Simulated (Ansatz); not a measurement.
## Electronic structure of CH$_{2}$Cl$_{3}$Ge (SMILES Cl[C](Cl)(Cl)[GeH2]) (doublet) in real space

Input

```
crystal:
  periodic: [false, false, false]
  atoms:
    - { symbol: Cl, position_ang: [-1.488, -0.9776, 1.3318] }
    - { symbol: C, position_ang: [-0.7551, -0.0115, 0.0317] }
    - { symbol: Cl, position_ang: [-1.5858, 1.5562, -0.0825] }
    - { symbol: Cl, position_ang: [-0.9115, -0.8792, -1.5121] }
    - { symbol: Ge, position_ang: [1.1272, 0.2798, 0.4232] }
    - { symbol: H, position_ang: [1.7639, 1.1206, -0.7125] }
    - { symbol: H, position_ang: [1.8492, -1.0883, 0.5205] }
basis:
  gaussian:
    orbitals: def2-SVP
hamiltonian:
  xc: pbe
magnetization:
  spin_polarized: true
  initial_magnetization: 1.0
output:
  orbitals: {}
  forces: true
```

Launched as:

```sh
python ch2cl3ge_methods.py
```

Not at a stationary point (largest force 1.2 eV/Å).

Theory: SCF PBE, Gaussian basis in Ansatz.

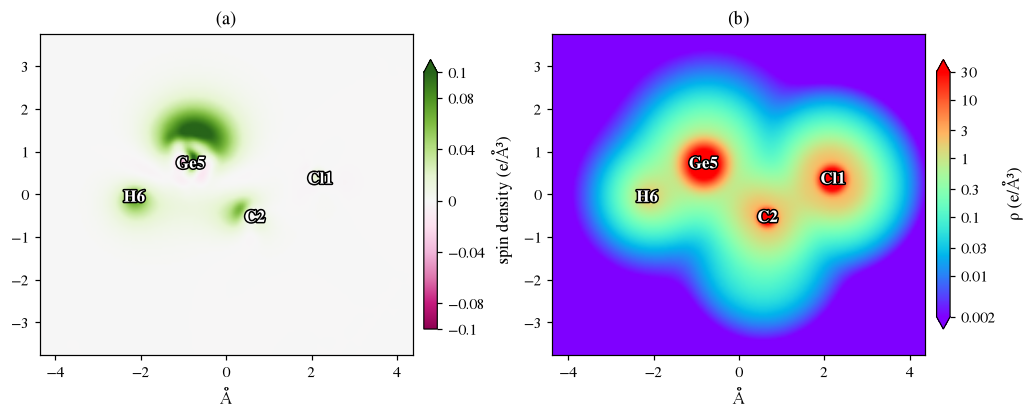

Figure 1. (a) spin density (α minus β); (b) total electron density on the plane of atoms Cl1, C2 and Ge5.

> What do the fields say about this system?

The plane passes through Cl, C, Ge and H nuclei.
C–Cl (1.78 Å): the density is about 1.3 e/Å³ at the midpoint.
C–Ge (1.94 Å): ρ at the midpoint is about 0.9 e/Å³.
Ge–H (1.55 Å): ρ at the midpoint is about 1 e/Å³.
The unpaired spin (1 electron) lies mostly on Ge5 (about 0.8), in electrons by Hirshfeld's partition.

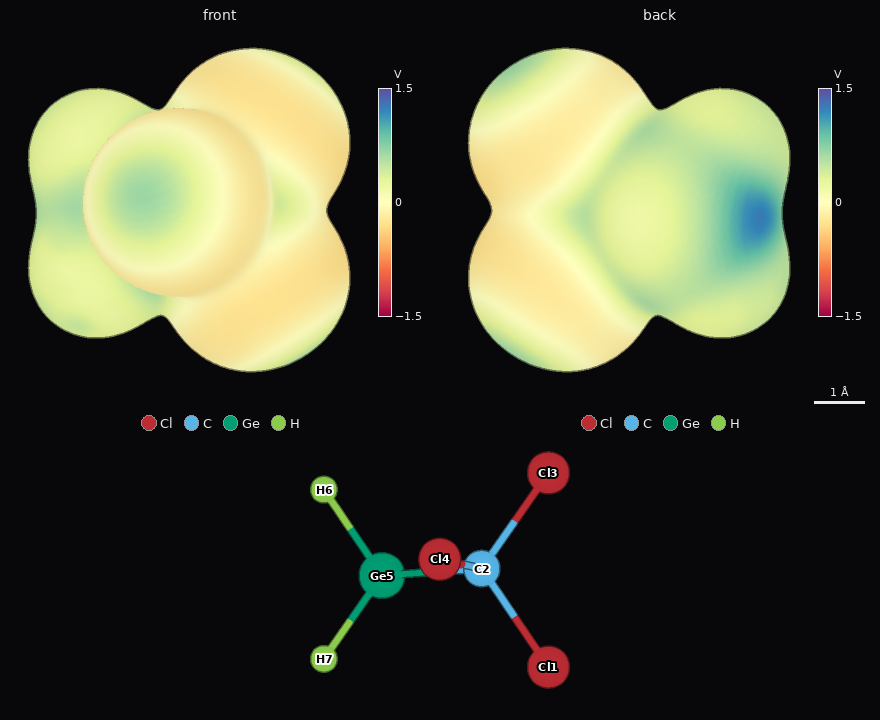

Figure 2. The electrostatic potential painted on the density surface at 0.002 e/bohr³, seen from the front and from behind; the colour scale runs from red (negative) to blue (positive). The bare structure is drawn below in the same view.

> Where is the surface potential most negative and most positive?

The most negative region (about −0.3 V) lies over Cl1 and Cl3, the most positive (about +1.2 V) over Ge5. Cl1 shows a σ-hole: about +0.6 V at the tip opposite its bond, against about −0.2 V on its flanks. Cl3 shows a σ-hole: about +0.6 V at the tip opposite its bond, against about −0.2 V on its flanks. Cl4 shows a σ-hole: about +0.7 V at the tip opposite its bond, against about −0.2 V on its flanks.

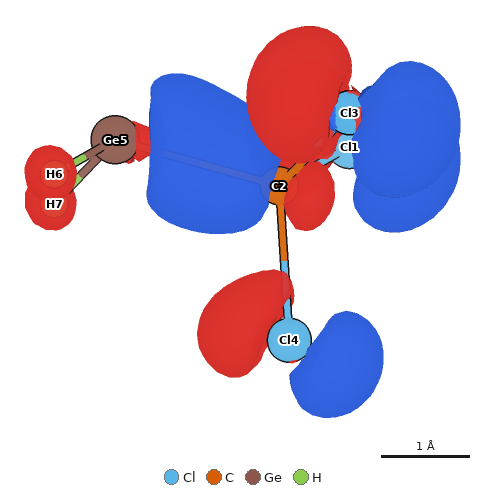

Figure 3. The HOMO (β) at ±0.15 Å⁻³ᐟ² (blue and red are the two phases), seen from one side.

> What is the character of this orbital?

It lies mainly on Cl1 (about 25 %), Cl3 (about 25 %), Ge5 (about 15 %), C2 (about 15 %) and Cl4 (about 15 %). Its energy is −7.04 eV.
